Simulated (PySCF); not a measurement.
# Ta(3+): dipole response in ANO-RCC-VTZP

Aim: the static polarisability and the C₆ coefficient of Ta(3+), method by method.

Method: unrestricted determinants in a Gaussian basis, no spin-orbit coupling in the energies. Code: PySCF 2.14.0.

### Step 1. What is computed

```
Element     : tantalum (Z = 73)
Basis       : ANO-RCC-VTZP (8s7p5d3f2g1h, 104 functions)
Hamiltonian : scalar relativity by spin-free X2C-1e
State 1     : Ta(3+): [Xe] 4f14 5d2, high-spin 3F determinant
Methods     : UHF
```

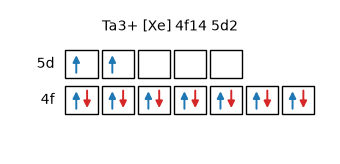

Outer shells as boxes.

The runs were made by one driver on top of PySCF. The scripts below sum up each run's settings (the driver also hands on starting orbitals that pick excited configurations, and frozen orbitals as a list rather than a count), and the logs come from the driver's own runs. The driver starts from symmetry-adapted Hartree-Fock orbitals, holds the occupation by maximum overlap and uses a logarithmic radial grid for functionals, so a plain start would take other cycles.

The integrals over 104 functions and the set-up took 35 s of CPU time.

### Step 2. Ta(3+), at UHF

#### UHF

input.py reads:

```python
from pyscf import gto, scf, dft, mp, cc
import basis_set_exchange as bse
mol = gto.M(atom="Ta 0 0 0", charge=3, spin=2, symmetry="D2h",
            basis=gto.basis.parse(bse.get_basis("ANO-RCC-VTZP", elements=["Ta"], fmt="nwchem")),
            nucmod="G")
mf = scf.UHF(mol).sfx2c1e()
mf.irrep_nelec = {'Ag': (10, 9), 'B1g': (3, 2), 'B2g': (2, 2), 'B3g': (2, 2), 'Au': (1, 1), 'B1u': (6, 6), 'B2u': (6, 6), 'B3u': (6, 6)}
mf.kernel()
```

What it wrote:

```text
damping factor = 0
level_shift factor = 0
DIIS = <class 'pyscf.scf.diis.CDIIS'>
diis_start_cycle = 1
diis_space = 10
diis_damp = 0
SCF conv_tol = 1e-09
SCF conv_tol_grad = None
number electrons alpha = 36  beta = 34
cycle= 1 E= -15597.8832838588  delta_E= -0.00593  |g|= 0.0295  |ddm|= 0.0529
cycle= 2 E= -15597.8835358728  delta_E= -0.000252  |g|= 0.00667  |ddm|= 0.011
cycle= 3 E= -15597.8835497079  delta_E= -1.38e-05  |g|= 0.00142  |ddm|= 0.00337
cycle= 4 E= -15597.8835498695  delta_E= -1.62e-07  |g|= 0.000437  |ddm|= 0.000262
cycle= 5 E= -15597.8835499011  delta_E= -3.16e-08  |g|= 2.71e-05  |ddm|= 0.00019
cycle= 6 E= -15597.8835499013  delta_E= -2.15e-10  |g|= 4.98e-06  |ddm|= 1.56e-05
converged SCF energy = -15597.8835499013  <S^2> = 2.0045906  2S+1 = 3.0030589
```

It used 28 s of CPU time after the integrals (shared host).

Orbital energies by shell (radii are means over both spins):

```csv
shell,electrons,mean orbital energy (eV),spread (eV),rms radius (bohr)
1s β,1,-67784.8,0,0.0211
1s α,1,-67784.8,0,0.0211
2s α,1,-11808.6,0,0.0853
2s β,1,-11808.5,0,0.0853
2p α,3,-10379.3,0,0.0775
2p β,3,-10379.1,0,0.0775
3s β,1,-2787.6,0,0.218
3s α,1,-2787.6,0,0.218
3p β,3,-2352.9,0,0.220
3p α,3,-2352.9,0,0.220
3d α,5,-1828.8,0.225,0.201
3d β,5,-1828.7,0.063,0.201
4s α,1,-622.18,0,0.488
4s β,1,-622.05,0,0.488
4p α,3,-476.42,0,0.519
4p β,3,-476.27,0,0.519
4d α,5,-283.31,0.560,0.564
4d β,5,-283.04,0.219,0.564
5s α,1,-115.72,0,1.18
5s β,1,-113.61,0,1.18
5p α,3,-77.483,0,1.37
5p β,3,-74.148,0,1.37
4f α,7,-68.470,0.090,0.701
4f β,7,-68.255,0.334,0.701
5d α,2,-35.520,0,1.96
```

⟨S²⟩ = 2.005, ⟨L²⟩ = 12.04.

The driver then solved the coupled dipole response at imaginary frequencies: mean α = 6.246 bohr³, C₆ = 31.26 au for a like pair.

Spin-orbit coupling, absent here, splits the open shell strongly.

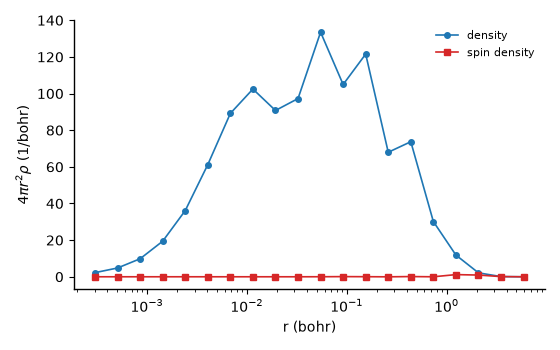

Radial density 4πr²ρ of Ta(3+) at UHF, without picture-change correction, at 20 stored radii joined by straight lines.

### Step 3. The response side by side

Ta(3+), in atomic units:

```csv
method,mean α,C₆ (like pair),S(−4)
UHF,6.246,31.26,16.02
```

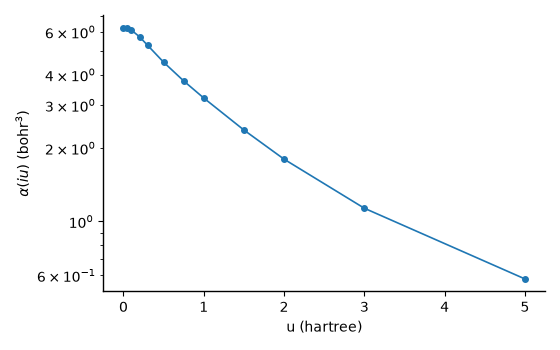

α(iu) of Ta(3+), the polarisability at imaginary frequency, on a logarithmic scale.

### Step 4. Summary of results

| quantity | value |
| --- | --- |
| α of Ta(3+) | 6.246 (UHF) bohr³ |

What this shows: A single London oscillator with the computed α and C₆ of Ta(3+) at UHF would have ω = 4 C₆ / (3 α²) = 1.07 hartree. The basis is finite, and no extrapolation was made.
